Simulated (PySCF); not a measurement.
# Manganese: the same states on changed settings

These states were run before on sound settings. What differs here: radial step 0.5 in ln r (0.13 in the sound run), unsound on purpose. What does it move?

The numbers are computed with PySCF 2.14.0 (unrestricted determinants in a Gaussian basis, no spin-orbit coupling in the energies), except any that are marked as measured or tabulated.

### Step 1. The atom as given

* Element: manganese (Z = 25)
* Basis: jorge-DZP-DKH (8s6p2d1f, 43 functions)
* Hamiltonian: scalar relativity by spin-free X2C-1e
* State 1: Mn: [Ar] 3d5 4s2, high-spin 6S determinant
* State 2: Mn⁺: [Ar] 3d5 4s1, high-spin 7S determinant
* Methods: BP86, MN15

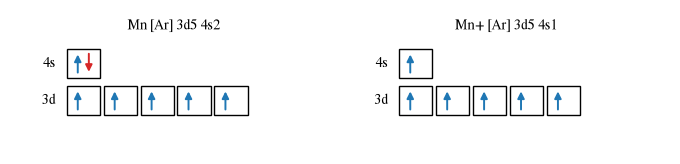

The shells outside the core, filled by Hund's rule for the drawing.

The sound run (jorge-DZP-DKH, the spin-free X2C one-electron Hamiltonian (Gaussian nucleus), symmetry-adapted start, fine grid, valence correlation) gave:

```csv
species,method,energy (hartree)
Mn,UHF,-1157.14179
Mn,BP86,-1158.43395
Mn,MN15,-1158.94336
Mn,MP2 (valence),-1157.20378
Mn⁺,UHF,-1156.92310
Mn⁺,BP86,-1158.16960
Mn⁺,MN15,-1158.68248
Mn⁺,MP2 (valence),-1156.95863
```

The runs were made by one driver on top of PySCF. The scripts below sum up each run's settings (the driver also hands on starting orbitals that pick excited configurations, and frozen orbitals as a list rather than a count), and the logs come from the driver's own runs. The driver starts from symmetry-adapted Hartree-Fock orbitals, holds the occupation by maximum overlap and uses a logarithmic radial grid for functionals, so a plain start would take other cycles.

It was started by

```sh
$ OMP_NUM_THREADS=1 python atomrun2.py TASK.json OUT
```

The integrals over 43 functions and the set-up took 0.07 s of CPU time.

The grid is set inside the driver, so the scripts do not show it: radial step 0.5 in ln r (0.13 in the sound run).

### Step 2. Changed run, Mn: the ladder of methods

Level: BP86.

input.py

```python
from pyscf import gto, scf, dft, mp, cc
import basis_set_exchange as bse
mol = gto.M(atom="Mn 0 0 0", charge=0, spin=5, symmetry="D2h",
            basis=gto.basis.parse(bse.get_basis("jorge-DZP-DKH", elements=["Mn"], fmt="nwchem", header=False)),
            nucmod="G")
mf = dft.UKS(mol, xc="B88,P86").sfx2c1e()
mf.irrep_nelec = {'Ag': (6, 4), 'B1g': (1, 0), 'B2g': (1, 0), 'B3g': (1, 0), 'B1u': (2, 2), 'B2u': (2, 2), 'B3u': (2, 2)}
mf.kernel()
```

Log:

```text
damping factor = 0
level_shift factor = 0
DIIS = <class 'pyscf.scf.diis.CDIIS'>
diis_start_cycle = 1
diis_space = 10
diis_damp = 0
SCF conv_tol = 1e-09
SCF conv_tol_grad = None
number electrons alpha = 15  beta = 10
XC functionals = B88,P86
    A. D. Becke.,  Phys. Rev. A 38, 3098 (1988)
    J. P. Perdew.,  Phys. Rev. B 33, 8822 (1986)
cycle= 1 E= -1158.42106224081  delta_E= -0.0147  |g|= 0.034  |ddm|= 0.406
cycle= 2 E= -1158.42107274263  delta_E= -1.05e-05  |g|= 0.0333  |ddm|= 0.041
cycle= 3 E= -1158.42124413529  delta_E= -0.000171  |g|= 0.00288  |ddm|= 0.0169
cycle= 4 E= -1158.42124610499  delta_E= -1.97e-06  |g|= 0.00045  |ddm|= 0.00506
cycle= 5 E= -1158.42124615624  delta_E= -5.13e-08  |g|= 1.41e-05  |ddm|= 0.000579
cycle= 6 E= -1158.4212461563  delta_E= -6e-11  |g|= 9.81e-07  |ddm|= 4.21e-05
converged SCF energy = -1158.4212461563  <S^2> = 8.7631007  2S+1 = 6.0043653
```

Time after the integrals: 0.2 s (1 thread of Neoverse-V1, shared host).

The occupied shells:

```
shell  electrons  mean orbital energy (eV)  spread (eV)  rms radius (bohr)
 1s β          1                   -6426.7            0             0.0704
 1s α          1                   -6426.7            0             0.0704
 2s α          1                   -743.15            0              0.304
 2s β          1                   -741.62            0              0.304
 2p α          3                   -629.85            0              0.274
 2p β          3                   -628.69            0              0.274
 3s α          1                   -86.131            0              0.917
 3s β          1                   -80.877            0              0.917
 3p α          3                   -54.909            0              0.986
 3p β          3                   -49.762            0              0.986
 3d α          5                    -5.797            0               1.25
 4s α          1                    -5.270            0               3.45
 4s β          1                    -4.393            0               3.45
```

⟨S²⟩ = 8.763, ⟨L²⟩ = 0.00.

Level: MN15.

input.py differs from the last one in:

```diff
@@ -5,3 +5,3 @@
             nucmod="G")
-mf = dft.UKS(mol, xc="B88,P86").sfx2c1e()
+mf = dft.UKS(mol, xc="MN15").sfx2c1e()
 mf.irrep_nelec = {'Ag': (6, 4), 'B1g': (1, 0), 'B2g': (1, 0), 'B3g': (1, 0), 'B1u': (2, 2), 'B2u': (2, 2), 'B3u': (2, 2)}
```

Log:

```text
damping factor = 0
level_shift factor = 0
DIIS = <class 'pyscf.scf.diis.CDIIS'>
diis_start_cycle = 1
diis_space = 10
diis_damp = 0
SCF conv_tol = 1e-09
SCF conv_tol_grad = None
number electrons alpha = 15  beta = 10
XC functionals = MN15
    H. S. Yu, X. He, S. L. Li, and D. G. Truhlar.,  Chem. Sci. 7, 5032-5051 (2016)
    H. S. Yu, X. He, S. L. Li, and D. G. Truhlar.,  Chem. Sci. 7, 5032-5051 (2016)
cycle= 1 E= -1158.83607198749  delta_E= -0.102  |g|= 0.127  |ddm|= 0.622
cycle= 2 E= -1158.83643685175  delta_E= -0.000365  |g|= 0.118  |ddm|= 0.13
cycle= 3 E= -1158.83856194675  delta_E= -0.00213  |g|= 0.00777  |ddm|= 0.0628
cycle= 4 E= -1158.83859581624  delta_E= -3.39e-05  |g|= 0.00173  |ddm|= 0.0339
cycle= 5 E= -1158.83860591503  delta_E= -1.01e-05  |g|= 0.000768  |ddm|= 0.0232
cycle= 6 E= -1158.838608878  delta_E= -2.96e-06  |g|= 0.000176  |ddm|= 0.0178
cycle= 7 E= -1158.83860899769  delta_E= -1.2e-07  |g|= 3.07e-05  |ddm|= 0.00373
cycle= 8 E= -1158.83860899974  delta_E= -2.06e-09  |g|= 1.23e-06  |ddm|= 0.000488
cycle= 9 E= -1158.83860899974  delta_E= -2.05e-12  |g|= 7.65e-08  |ddm|= 1.22e-05
converged SCF energy = -1158.83860899974  <S^2> = 8.7510543  2S+1 = 6.0003514
```

It took 0.64 s on 1 thread of Neoverse-V1, shared host, the integrals not counted.

### Step 3. Changed run, Mn⁺: the ladder of methods

Level: BP86.

input.py

```python
from pyscf import gto, scf, dft, mp, cc
import basis_set_exchange as bse
mol = gto.M(atom="Mn 0 0 0", charge=1, spin=6, symmetry="D2h",
            basis=gto.basis.parse(bse.get_basis("jorge-DZP-DKH", elements=["Mn"], fmt="nwchem", header=False)),
            nucmod="G")
mf = dft.UKS(mol, xc="B88,P86").sfx2c1e()
mf.irrep_nelec = {'Ag': (6, 3), 'B1g': (1, 0), 'B2g': (1, 0), 'B3g': (1, 0), 'B1u': (2, 2), 'B2u': (2, 2), 'B3u': (2, 2)}
mf.kernel()
```

Log:

```text
damping factor = 0
level_shift factor = 0
DIIS = <class 'pyscf.scf.diis.CDIIS'>
diis_start_cycle = 1
diis_space = 10
diis_damp = 0
SCF conv_tol = 1e-09
SCF conv_tol_grad = None
number electrons alpha = 15  beta = 9
XC functionals = B88,P86
    A. D. Becke.,  Phys. Rev. A 38, 3098 (1988)
    J. P. Perdew.,  Phys. Rev. B 33, 8822 (1986)
cycle= 1 E= -1158.15644301904  delta_E= -0.0121  |g|= 0.0379  |ddm|= 0.253
cycle= 2 E= -1158.15638568715  delta_E= 5.73e-05  |g|= 0.042  |ddm|= 0.0417
cycle= 3 E= -1158.15667380237  delta_E= -0.000288  |g|= 0.000871  |ddm|= 0.02
cycle= 4 E= -1158.15667393102  delta_E= -1.29e-07  |g|= 2.3e-05  |ddm|= 0.000559
cycle= 5 E= -1158.15667393108  delta_E= -6.57e-11  |g|= 5.1e-06  |ddm|= 1.64e-05
converged SCF energy = -1158.15667393108  <S^2> = 12.000189  2S+1 = 7.0000541
```

It took 0.17 s on 1 thread of Neoverse-V1, shared host, the integrals not counted.

Orbital energies by shell (radii are means over both spins):

```
shell  electrons  mean orbital energy (eV)  spread (eV)  rms radius (bohr)
 1s α          1                   -6435.4            0             0.0704
 1s β          1                   -6435.4            0             0.0704
 2s α          1                   -751.78            0              0.304
 2s β          1                   -750.21            0              0.304
 2p α          3                   -638.48            0              0.274
 2p β          3                   -637.29            0              0.274
 3s α          1                   -94.748            0              0.916
 3s β          1                   -89.389            0              0.916
 3p α          3                   -63.520            0              0.984
 3p β          3                   -58.246            0              0.984
 3d α          5                   -14.357            0               1.25
 4s α          1                   -12.368            0               2.99
```

⟨S²⟩ = 12.000, ⟨L²⟩ = 0.00.

Level: MN15.

input.py differs from the last one in:

```diff
@@ -5,3 +5,3 @@
             nucmod="G")
-mf = dft.UKS(mol, xc="B88,P86").sfx2c1e()
+mf = dft.UKS(mol, xc="MN15").sfx2c1e()
 mf.irrep_nelec = {'Ag': (6, 3), 'B1g': (1, 0), 'B2g': (1, 0), 'B3g': (1, 0), 'B1u': (2, 2), 'B2u': (2, 2), 'B3u': (2, 2)}
```

Log:

```text
damping factor = 0
level_shift factor = 0
DIIS = <class 'pyscf.scf.diis.CDIIS'>
diis_start_cycle = 1
diis_space = 10
diis_damp = 0
SCF conv_tol = 1e-09
SCF conv_tol_grad = None
number electrons alpha = 15  beta = 9
XC functionals = MN15
    H. S. Yu, X. He, S. L. Li, and D. G. Truhlar.,  Chem. Sci. 7, 5032-5051 (2016)
    H. S. Yu, X. He, S. L. Li, and D. G. Truhlar.,  Chem. Sci. 7, 5032-5051 (2016)
cycle= 1 E= -1158.57542386016  delta_E= -0.0977  |g|= 0.13  |ddm|= 0.388
cycle= 2 E= -1158.57586295166  delta_E= -0.000439  |g|= 0.116  |ddm|= 0.0994
cycle= 3 E= -1158.57785278293  delta_E= -0.00199  |g|= 0.00744  |ddm|= 0.0545
cycle= 4 E= -1158.57786151381  delta_E= -8.73e-06  |g|= 0.000666  |ddm|= 0.00636
cycle= 5 E= -1158.57786171198  delta_E= -1.98e-07  |g|= 0.000174  |ddm|= 0.00144
cycle= 6 E= -1158.57786171834  delta_E= -6.37e-09  |g|= 6.87e-06  |ddm|= 0.000209
cycle= 7 E= -1158.57786171835  delta_E= -8.87e-12  |g|= 2.59e-07  |ddm|= 7.8e-06
converged SCF energy = -1158.57786171835  <S^2> = 12.002089  2S+1 = 7.0005968
```

Time after the integrals: 0.51 s (1 thread of Neoverse-V1, shared host).

### Step 4. What moved

| species | method | converged | energy less sound run (eV) |
| --- | --- | --- | --- |
| Mn | BP86 | yes | +0.3457 |
| Mn | MN15 | yes | +2.8503 |
| Mn⁺ | BP86 | yes | +0.3518 |
| Mn⁺ | MN15 | yes | +2.8469 |

Ionisation energy of Mn:

| method | sound run (eV) | changed run (eV) | shift (eV) |
| --- | --- | --- | --- |
| UHF | 5.951 | 5.951 | +0.000 |
| BP86 | 7.193 | 7.199 | +0.006 |
| MN15 | 7.099 | 7.095 | -0.003 |

### Step 5. Results

```
                                 quantity                                            value
                                   change  radial step 0.5 in ln r (0.13 in the sound run)
                           runs converged                                           4 of 4
largest shift of a converged total energy                                          2.85 eV
   largest shift of the ionisation energy                                 +0.006 eV (BP86)
```

**Reading.** The difference hardly moves. A coarse radial grid mis-integrates the density and the exchange-correlation energy, with errors of either sign; Hartree-Fock needs no grid. The setting is unsound on purpose, so these numbers are no properties of the atom.
